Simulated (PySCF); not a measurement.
# C2H3BCl2O: NMR shifts at several levels of theory

How much do the NMR shifts of C2H3BCl2O (`O=CCB(Cl)Cl`) depend on the level of theory, and what does each level cost?

Programs: PySCF 2.14.0, with density-fitted response routines of our own. Each step states its level of theory. These are calculated values for one molecule in the gas phase, unless marked as measured. Atoms are numbered from 0 throughout.

## Step 1: The starting structure

9 atoms, charge 0, multiplicity 1; geometry from: GFN2-xTB. The atoms were then displaced at random by about 0.01 Å, so the start is not that level's minimum.

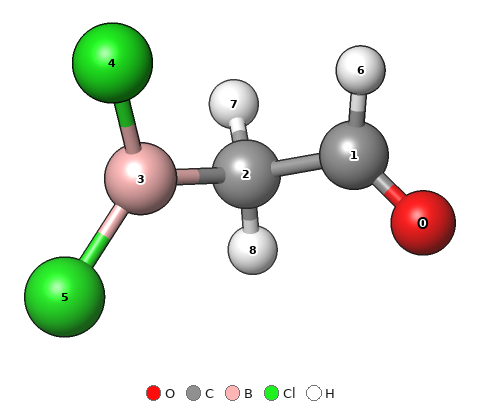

As it starts; oxygen red, carbon grey, boron pink, chlorine green, hydrogen white, atoms numbered.

## Step 2: Relaxing the molecule at PBE0-D3(BJ)/def2-SVP

The job: settings as JSON, then the geometry in Å.

```
{"job": {"xc": "PBE0", "basis": "def2-SVP", "d3": "d3bj", "grid": 1, "shake": 0.01, "kind": "geom"}, "charge": 0, "multiplicity": 1}
O     -1.472470     1.702540    -0.050380
C     -1.010520     0.747200     0.429640
C     -0.403420    -0.383310    -0.359350
B      1.236100    -0.379380    -0.157610
Cl     1.865170    -0.615390     1.402160
Cl     2.245550    -0.121750    -1.483360
H     -0.948350     0.605580     1.527030
H     -0.789470    -1.302290     0.037860
H     -0.664780    -0.270350    -1.379730
```

Run with:

```console
$ OMP_NUM_THREADS=1 python probes_run.py task.json out
```

The driver reads the jobs from task.json and runs them one after another.

Output:

```text
step   0  E = -1097.64288772  max force = 0.059571
step   1  E = -1097.65030838  max force = 0.017954
step   2  E = -1097.65220257  max force = 0.005043
step   3  E = -1097.65244882  max force = 0.003928
step   4  E = -1097.65235054  max force = 0.006518
step   5  E = -1097.65259788  max force = 0.002617
step   6  E = -1097.65263902  max force = 0.000696
step   7  E = -1097.65266343  max force = 0.000223
step   8  E = -1097.65269206  max force = 0.000800
step   9  E = -1097.65272610  max force = 0.001821
step  10  E = -1097.65273324  max force = 0.002020
step  11  E = -1097.65275337  max force = 0.001118
step  12  E = -1097.65277028  max force = 0.000487
step  13  E = -1097.65277379  max force = 0.000797
step  14  E = -1097.65278292  max force = 0.001199
step  15  E = -1097.65278670  max force = 0.000605
step  16  E = -1097.65278733  max force = 0.000229
optimisation converged
```

Wall time 2.1 min (1 thread of Arm Neoverse N1, shared host); peak memory 0.45 GiB.

The steps of the relaxation: (the energy doesn't fall at every step)

```
step  energy from step 0 (eV)  largest force component (eV/Å)
   0                   0.0000                          3.0633
   1                  -0.2019                          0.9232
   2                  -0.2535                          0.2593
   3                  -0.2602                          0.2020
   4                  -0.2575                          0.3352
   5                  -0.2642                          0.1346
   6                  -0.2653                          0.0358
   7                  -0.2660                          0.0115
   8                  -0.2668                          0.0411
   9                  -0.2677                          0.0936
  10                  -0.2679                          0.1039
  11                  -0.2685                          0.0575
  12                  -0.2689                          0.0250
  13                  -0.2690                          0.0410
  14                  -0.2693                          0.0617
  15                  -0.2694                          0.0311
  16                  -0.2694                          0.0118
```

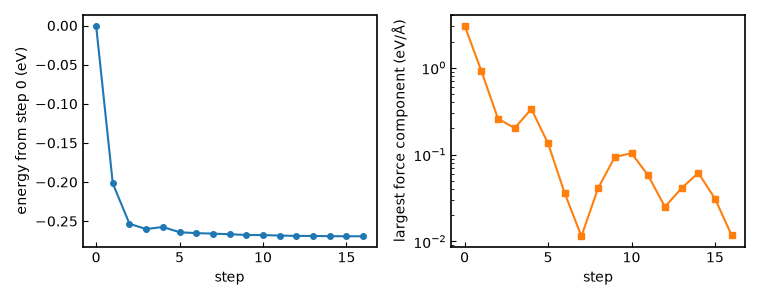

Energy and force, step by step.

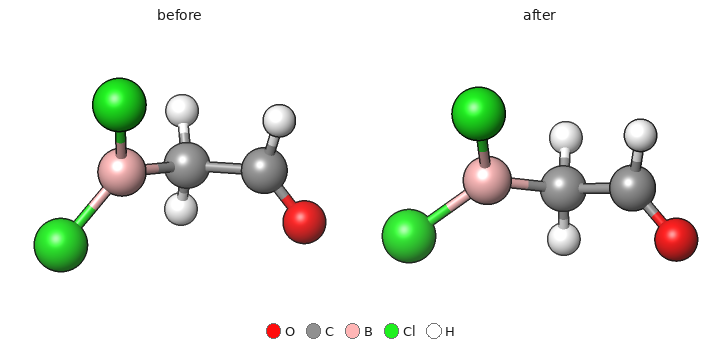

The geometry before (left) and after (right).

Close pairs (by a distance rule), those that changed most:

```
  bond  before (Å)  after (Å)  change (Å)
 C2–B3       1.652      1.568      -0.084
B3–Cl5       1.686      1.745      +0.059
B3–Cl4       1.698      1.753      +0.055
 C2–H8       1.059      1.098      +0.039
 C2–H7       1.073      1.108      +0.035
 O0–C1       1.165      1.199      +0.034
 C1–H6       1.108      1.120      +0.011
 C1–C2       1.506      1.508      +0.002
```

The end geometry stands in the next job.

```
                         at the end point                value
  point group (found at 0.08 Å tolerance)                   C1
rotational constants (GHz, main isotopes)  2.932, 1.425, 1.022
                        dipole moment (D)                 2.17
```

## Step 3: Nuclear shieldings: HF/pcSseg-2

The job: settings as JSON, then the geometry in Å.

```
{"job": {"kind": "nmr", "xc": "HF", "basis": "pcSseg-2", "pop": false}, "charge": 0, "multiplicity": 1}
O     -1.164110     2.013804     0.244884
C     -0.781324     0.929402     0.584606
C     -0.430152    -0.177154    -0.377952
B      1.062031    -0.648239    -0.284362
Cl     1.822520    -0.900042     1.275228
Cl     2.000711    -0.954314    -1.723724
H     -0.646357     0.673453     1.666254
H     -1.024934    -1.067236    -0.090289
H     -0.709067     0.118380    -1.398259
```

With the program's defaults for keys left out, this is: GIAO HF/pcSseg-2 NMR shielding, non-relativistic, gas phase.

Output:

```text
final grid: 84440 points
cycle   1  E = -1096.0228398742  dE =  1.209e+00  |g| = 8.327e-01  |ddm| = 2.068e+00
cycle   2  E = -1096.1115939122  dE = -8.875e-02  |g| = 7.048e-01  |ddm| = 8.927e-01
cycle   3  E = -1096.2049000995  dE = -9.331e-02  |g| = 7.554e-02  |ddm| = 4.193e-01
cycle   4  E = -1096.2075100177  dE = -2.610e-03  |g| = 3.345e-02  |ddm| = 1.018e-01
cycle   5  E = -1096.2079268864  dE = -4.169e-04  |g| = 1.056e-02  |ddm| = 4.160e-02
cycle   6  E = -1096.2080096465  dE = -8.276e-05  |g| = 5.145e-03  |ddm| = 2.022e-02
cycle   7  E = -1096.2080267447  dE = -1.710e-05  |g| = 1.751e-03  |ddm| = 1.071e-02
cycle   8  E = -1096.2080285563  dE = -1.812e-06  |g| = 5.229e-04  |ddm| = 3.095e-03
cycle   9  E = -1096.2080287222  dE = -1.660e-07  |g| = 1.196e-04  |ddm| = 8.709e-04
cycle  10  E = -1096.2080287335  dE = -1.131e-08  |g| = 3.400e-05  |ddm| = 2.455e-04
cycle  11  E = -1096.2080287343  dE = -7.917e-10  |g| = 1.231e-05  |ddm| = 6.269e-05
converged SCF energy = -1096.2080287343

GIAO shielding tensors (ppm)
atom      isotropic    diamagn.    paramagn.     s11        s22        s33       span
  0 O     -354.128     392.447    -746.574   -952.140   -482.745    372.503   1324.643
  1 C       -8.748     247.522    -256.270   -116.909    -19.172    109.837    226.746
  2 C      146.670     243.672     -97.001    124.873    146.888    168.250     43.377
  3 B       52.043     192.089    -140.046     13.401     46.700     96.028     82.627
  4 Cl     766.236    1147.935    -381.699    493.758    854.665    950.286    456.528
  5 Cl     742.952    1147.061    -404.108    485.966    865.328    877.563    391.597
  6 H       22.166      29.281      -7.115     19.780     20.937     25.782      6.003
  7 H       29.381      29.271       0.111     26.494     28.653     32.997      6.503
  8 H       28.866      29.936      -1.070     25.385     29.775     31.437      6.053
```

Run time: 39 s. Hardware: 1 thread of Arm Neoverse N1, shared host; peak memory 1.1 GiB.

Shifts follow as δ = σ(reference) − σ, with reference shieldings (ppm) from runs at the same level and on the same kind of geometry: 1H TMS 31.68, 13C TMS 191.5, 17O H2O 326.3, 11B BF3·OEt2 114.5, 35Cl HCl 945. The references are single molecules in the gas phase, so shifts against H2O, NH3, PH3, H3PO4 or CFCl3 are not on the usual liquid scales and can be off by tens of ppm. Atoms listed in one row are averaged.

```
   atoms                                          environment  σ (ppm)  δ (ppm)
      C1                             aldehyde carbonyl carbon     -8.7    200.2
      C2                 sp3 CH2 bonded to B, α to a carbonyl    146.7     44.8
      H6              hydrogen on an aldehyde carbonyl carbon    22.17     9.52
  H7, H8  hydrogen on an sp3 CH2 bonded to B, α to a carbonyl    29.12     2.56
      O0                                      aldehyde oxygen   -354.1    680.5
      B3                              boron bonded to C, 2 Cl     52.0     62.5
Cl4, Cl5                                 chlorine bonded to B      755      190
```

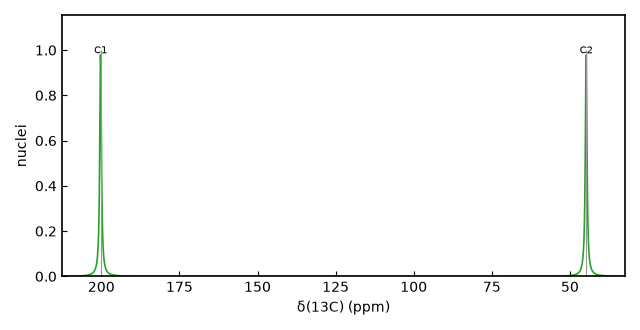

13C lines at the computed shifts, without couplings. Lines are broadened to a width of 0.62 ppm (Lorentzian).

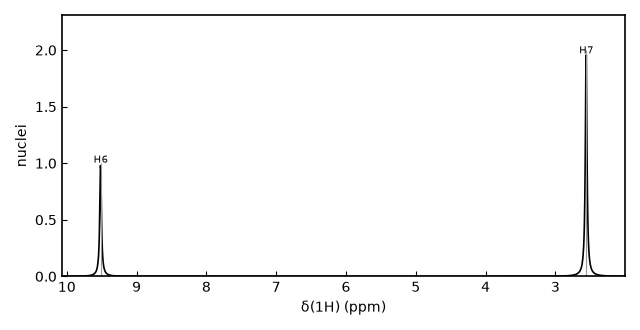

1H lines at the computed shifts, without couplings. Lines are broadened to a width of 0.03 ppm (Lorentzian).

## Step 4: Nuclear shieldings: LDA/pcSseg-2

Settings changed since step 3:

```diff
@@ -1,2 +1,2 @@
-{"job": {"kind": "nmr", "xc": "HF", "basis": "pcSseg-2", "pop": false}, "charge": 0, "multiplicity": 1}
+{"job": {"kind": "nmr", "xc": "LDA", "basis": "pcSseg-2", "pop": false}, "charge": 0, "multiplicity": 1}
 O     -1.164110     2.013804     0.244884
```

Method: GIAO LDA/pcSseg-2 NMR shielding, non-relativistic, gas phase.

Output:

```text
coarse grid: 9456 points
cycle   1  E = -1094.0667998708  dE =  6.779e-01  |g| = 8.721e-01  |ddm| = 2.346e+00
cycle   2  E = -1091.2502389051  dE =  2.817e+00  |g| = 2.909e+00  |ddm| = 2.577e+00
cycle   3  E = -1094.0860239056  dE = -2.836e+00  |g| = 6.740e-01  |ddm| = 2.521e+00
cycle   4  E = -1094.2083025223  dE = -1.223e-01  |g| = 1.886e-01  |ddm| = 5.990e-01
cycle   5  E = -1094.2122030566  dE = -3.901e-03  |g| = 1.487e-01  |ddm| = 3.176e-01
cycle   6  E = -1094.2174467169  dE = -5.244e-03  |g| = 3.257e-02  |ddm| = 1.456e-01
cycle   7  E = -1094.2175705334  dE = -1.238e-04  |g| = 1.574e-02  |ddm| = 3.820e-02
cycle   8  E = -1094.2176338331  dE = -6.330e-05  |g| = 2.449e-03  |ddm| = 1.580e-02
cycle   9  E = -1094.2176347399  dE = -9.068e-07  |g| = 1.235e-03  |ddm| = 2.595e-03
final grid: 84440 points
cycle  10  E = -1094.2067248773  dE = -5.344e-05  |g| = 4.992e-03  |ddm| = 3.570e-02
cycle  11  E = -1094.2067142174  dE =  1.066e-05  |g| = 8.313e-03  |ddm| = 1.241e-02
cycle  12  E = -1094.2067303203  dE = -1.610e-05  |g| = 1.665e-03  |ddm| = 8.538e-03
cycle  13  E = -1094.2067307918  dE = -4.715e-07  |g| = 5.418e-04  |ddm| = 1.155e-03
cycle  14  E = -1094.2067308453  dE = -5.342e-08  |g| = 1.288e-04  |ddm| = 3.933e-04
cycle  15  E = -1094.2067308491  dE = -3.826e-09  |g| = 3.613e-05  |ddm| = 1.296e-04
cycle  16  E = -1094.2067308494  dE = -3.392e-10  |g| = 6.992e-06  |ddm| = 3.450e-05
converged SCF energy = -1094.2067308494

GIAO shielding tensors (ppm)
atom      isotropic    diamagn.    paramagn.     s11        s22        s33       span
  0 O     -380.490     392.559    -773.049  -1017.072   -438.848    314.451   1331.522
  1 C      -31.181     247.321    -278.502   -113.002    -59.622     79.080    192.082
  2 C      118.045     249.729    -131.685     82.063    124.743    147.329     65.265
  3 B       27.683     193.428    -165.746    -10.029     15.805     77.271     87.300
  4 Cl     592.882    1147.532    -554.650    284.043    616.249    878.353    594.310
  5 Cl     565.679    1146.895    -581.216    280.465    648.168    768.402    487.937
  6 H       20.212      28.630      -8.418     17.809     19.344     23.482      5.673
  7 H       27.493      29.291      -1.798     25.171     26.458     30.850      5.678
  8 H       27.471      30.400      -2.929     24.907     28.110     29.396      4.488
```

It took 59 s on 1 thread of Arm Neoverse N1, shared host; peak memory 0.92 GiB.

In short: δ C1 211.5, C2 62.2, O0 714.9, B3 63.3, H6 10.56, H7 3.29 ppm (means over like atoms).

## Step 5: Shielding tensors: PBE/pcSseg-2

Settings changed since step 4:

```diff
@@ -1,2 +1,2 @@
-{"job": {"kind": "nmr", "xc": "LDA", "basis": "pcSseg-2", "pop": false}, "charge": 0, "multiplicity": 1}
+{"job": {"kind": "nmr", "xc": "PBE", "basis": "pcSseg-2", "pop": false}, "charge": 0, "multiplicity": 1}
 O     -1.164110     2.013804     0.244884
```

Method: GIAO PBE/pcSseg-2 NMR shielding, non-relativistic, gas phase.

Output:

```text
coarse grid: 9456 points
cycle   1  E = -1097.9378267857  dE =  6.947e-01  |g| = 8.603e-01  |ddm| = 2.190e+00
cycle   2  E = -1095.1449462486  dE =  2.793e+00  |g| = 2.903e+00  |ddm| = 2.572e+00
cycle   3  E = -1097.9674089953  dE = -2.822e+00  |g| = 6.353e-01  |ddm| = 2.514e+00
cycle   4  E = -1098.0766693007  dE = -1.093e-01  |g| = 1.841e-01  |ddm| = 5.865e-01
cycle   5  E = -1098.0805035164  dE = -3.834e-03  |g| = 1.414e-01  |ddm| = 3.020e-01
cycle   6  E = -1098.0853055907  dE = -4.802e-03  |g| = 2.883e-02  |ddm| = 1.358e-01
cycle   7  E = -1098.0854116475  dE = -1.061e-04  |g| = 1.438e-02  |ddm| = 3.532e-02
cycle   8  E = -1098.0854638699  dE = -5.222e-05  |g| = 2.087e-03  |ddm| = 1.450e-02
cycle   9  E = -1098.0854645314  dE = -6.615e-07  |g| = 1.093e-03  |ddm| = 2.505e-03
final grid: 84440 points
cycle  10  E = -1098.0961569478  dE = -6.679e-05  |g| = 1.614e-02  |ddm| = 4.395e-02
cycle  11  E = -1098.0958251531  dE =  3.318e-04  |g| = 4.375e-02  |ddm| = 3.005e-02
cycle  12  E = -1098.0961998992  dE = -3.747e-04  |g| = 5.719e-03  |ddm| = 2.621e-02
cycle  13  E = -1098.0962061725  dE = -6.273e-06  |g| = 1.320e-03  |ddm| = 6.325e-03
cycle  14  E = -1098.0962065597  dE = -3.872e-07  |g| = 2.720e-04  |ddm| = 1.398e-03
cycle  15  E = -1098.0962065753  dE = -1.559e-08  |g| = 9.085e-05  |ddm| = 2.968e-04
cycle  16  E = -1098.0962065774  dE = -2.133e-09  |g| = 2.576e-05  |ddm| = 8.735e-05
cycle  17  E = -1098.0962065776  dE = -1.742e-10  |g| = 4.037e-06  |ddm| = 2.619e-05
converged SCF energy = -1098.0962065776

GIAO shielding tensors (ppm)
atom      isotropic    diamagn.    paramagn.     s11        s22        s33       span
  0 O     -354.141     392.737    -746.877   -950.121   -424.570    312.269   1262.390
  1 C      -23.391     247.310    -270.701   -108.313    -42.045     80.185    188.498
  2 C      121.419     248.816    -127.397     89.134    126.325    148.797     59.663
  3 B       31.406     193.754    -162.347     -4.428     19.998     78.648     83.076
  4 Cl     624.049    1147.878    -523.830    330.972    657.754    883.421    552.449
  5 Cl     598.565    1147.110    -548.545    326.617    686.057    783.023    456.407
  6 H       20.734      28.926      -8.192     18.394     19.949     23.860      5.466
  7 H       28.000      29.662      -1.661     25.796     26.981     31.224      5.428
  8 H       28.029      30.668      -2.639     25.476     28.678     29.934      4.458
```

Wall time 74 s (1 thread of Arm Neoverse N1, shared host); peak memory 0.84 GiB.

In short: δ C1 202.8, C2 58.0, O0 682.0, B3 61.3, H6 10.44, H7 3.16 ppm (means over like atoms).

## Step 6: Nuclear shieldings: BLYP/pcSseg-2

Settings changed since step 5:

```diff
@@ -1,2 +1,2 @@
-{"job": {"kind": "nmr", "xc": "PBE", "basis": "pcSseg-2", "pop": false}, "charge": 0, "multiplicity": 1}
+{"job": {"kind": "nmr", "xc": "BLYP", "basis": "pcSseg-2", "pop": false}, "charge": 0, "multiplicity": 1}
 O     -1.164110     2.013804     0.244884
```

Level: GIAO BLYP/pcSseg-2 NMR shielding, non-relativistic, gas phase.

Output:

```text
coarse grid: 9456 points
cycle   1  E = -1098.4542739935  dE =  7.009e-01  |g| = 9.281e-01  |ddm| = 2.157e+00
cycle   2  E = -1095.4499145990  dE =  3.004e+00  |g| = 2.988e+00  |ddm| = 2.720e+00
cycle   3  E = -1098.4811685644  dE = -3.031e+00  |g| = 7.011e-01  |ddm| = 2.660e+00
cycle   4  E = -1098.6120584587  dE = -1.309e-01  |g| = 2.077e-01  |ddm| = 6.326e-01
cycle   5  E = -1098.6172414196  dE = -5.183e-03  |g| = 1.548e-01  |ddm| = 3.253e-01
cycle   6  E = -1098.6228693687  dE = -5.628e-03  |g| = 3.591e-02  |ddm| = 1.465e-01
cycle   7  E = -1098.6230300502  dE = -1.607e-04  |g| = 1.643e-02  |ddm| = 4.142e-02
cycle   8  E = -1098.6230987278  dE = -6.868e-05  |g| = 3.329e-03  |ddm| = 1.671e-02
cycle   9  E = -1098.6231005512  dE = -1.823e-06  |g| = 1.430e-03  |ddm| = 2.817e-03
final grid: 84440 points
cycle  10  E = -1098.6316094874  dE = -6.729e-05  |g| = 8.618e-03  |ddm| = 4.582e-02
cycle  11  E = -1098.6315654801  dE =  4.401e-05  |g| = 1.621e-02  |ddm| = 1.784e-02
cycle  12  E = -1098.6316231583  dE = -5.768e-05  |g| = 4.769e-03  |ddm| = 1.135e-02
cycle  13  E = -1098.6316275947  dE = -4.436e-06  |g| = 5.693e-04  |ddm| = 4.021e-03
cycle  14  E = -1098.6316276332  dE = -3.850e-08  |g| = 2.984e-04  |ddm| = 7.530e-04
cycle  15  E = -1098.6316276553  dE = -2.212e-08  |g| = 6.891e-05  |ddm| = 2.846e-04
cycle  16  E = -1098.6316276564  dE = -1.129e-09  |g| = 1.668e-05  |ddm| = 6.829e-05
cycle  17  E = -1098.6316276565  dE = -5.502e-11  |g| = 3.284e-06  |ddm| = 1.932e-05
converged SCF energy = -1098.6316276565

GIAO shielding tensors (ppm)
atom      isotropic    diamagn.    paramagn.     s11        s22        s33       span
  0 O     -353.977     392.337    -746.314   -941.834   -428.358    308.260   1250.093
  1 C      -27.746     245.930    -273.676   -114.483    -44.307     75.553    190.036
  2 C      117.607     246.398    -128.791     86.488    120.855    145.477     58.989
  3 B       27.384     192.490    -165.106     -8.360     15.518     74.994     83.355
  4 Cl     620.756    1148.205    -527.449    327.612    662.651    872.005    544.393
  5 Cl     594.033    1147.459    -553.427    321.135    690.548    770.414    449.278
  6 H       20.967      29.100      -8.133     18.642     20.164     24.095      5.453
  7 H       28.300      29.884      -1.584     26.181     27.383     31.337      5.155
  8 H       28.345      30.909      -2.565     25.865     28.908     30.260      4.395
```

It took 73 s on 1 thread of Arm Neoverse N1, shared host; peak memory 0.84 GiB.

In short: δ C1 202.8, C2 57.4, O0 679.1, B3 63.7, H6 10.41, H7 3.05 ppm (means over like atoms).

## Step 7: Shielding tensors: BP86/pcSseg-2

Settings changed since step 6:

```diff
@@ -1,2 +1,2 @@
-{"job": {"kind": "nmr", "xc": "BLYP", "basis": "pcSseg-2", "pop": false}, "charge": 0, "multiplicity": 1}
+{"job": {"kind": "nmr", "xc": "BP86", "basis": "pcSseg-2", "pop": false}, "charge": 0, "multiplicity": 1}
 O     -1.164110     2.013804     0.244884
```

With the program's defaults for keys left out, this is: GIAO BP86/pcSseg-2 NMR shielding, non-relativistic, gas phase.

Output:

```text
coarse grid: 9456 points
cycle   1  E = -1098.6141296528  dE =  7.003e-01  |g| = 8.759e-01  |ddm| = 2.184e+00
cycle   2  E = -1095.7699025335  dE =  2.844e+00  |g| = 2.914e+00  |ddm| = 2.528e+00
cycle   3  E = -1098.6470216287  dE = -2.877e+00  |g| = 6.394e-01  |ddm| = 2.468e+00
cycle   4  E = -1098.7576824803  dE = -1.107e-01  |g| = 1.867e-01  |ddm| = 5.794e-01
cycle   5  E = -1098.7617253285  dE = -4.043e-03  |g| = 1.424e-01  |ddm| = 2.934e-01
cycle   6  E = -1098.7665359564  dE = -4.811e-03  |g| = 3.041e-02  |ddm| = 1.358e-01
cycle   7  E = -1098.7666569419  dE = -1.210e-04  |g| = 1.471e-02  |ddm| = 3.599e-02
cycle   8  E = -1098.7667102334  dE = -5.329e-05  |g| = 2.328e-03  |ddm| = 1.397e-02
cycle   9  E = -1098.7667110495  dE = -8.161e-07  |g| = 1.157e-03  |ddm| = 2.471e-03
final grid: 84440 points
cycle  10  E = -1098.7738254002  dE = -7.492e-05  |g| = 9.179e-03  |ddm| = 4.129e-02
cycle  11  E = -1098.7737705548  dE =  5.485e-05  |g| = 1.817e-02  |ddm| = 1.303e-02
cycle  12  E = -1098.7738308267  dE = -6.027e-05  |g| = 5.893e-03  |ddm| = 1.203e-02
cycle  13  E = -1098.7738368868  dE = -6.060e-06  |g| = 1.230e-03  |ddm| = 4.680e-03
cycle  14  E = -1098.7738372460  dE = -3.592e-07  |g| = 1.828e-04  |ddm| = 1.188e-03
cycle  15  E = -1098.7738372530  dE = -7.045e-09  |g| = 5.386e-05  |ddm| = 2.139e-04
cycle  16  E = -1098.7738372536  dE = -5.912e-10  |g| = 2.598e-05  |ddm| = 5.762e-05
converged SCF energy = -1098.7738372536

GIAO shielding tensors (ppm)
atom      isotropic    diamagn.    paramagn.     s11        s22        s33       span
  0 O     -350.396     391.640    -742.036   -942.819   -423.478    315.107   1257.926
  1 C      -22.829     247.464    -270.293   -107.611    -41.173     80.297    187.909
  2 C      121.696     248.364    -126.667     89.697    126.615    148.777     59.080
  3 B       32.284     193.885    -161.601     -2.958     21.230     78.581     81.539
  4 Cl     625.279    1147.969    -522.689    332.917    660.395    882.526    549.610
  5 Cl     600.554    1147.213    -546.659    328.708    688.802    784.152    455.444
  6 H       20.816      28.978      -8.162     18.473     20.032     23.941      5.468
  7 H       28.083      29.640      -1.557     25.893     27.062     31.295      5.402
  8 H       28.109      30.648      -2.540     25.534     28.782     30.010      4.476
```

Run time: 71 s. Hardware: 1 thread of Arm Neoverse N1, shared host; peak memory 0.84 GiB.

This run: δ C1 202.0, C2 57.5, O0 676.5, B3 61.1, H6 10.42, H7 3.14 ppm (means over like atoms).

[end of part 1 of 2]
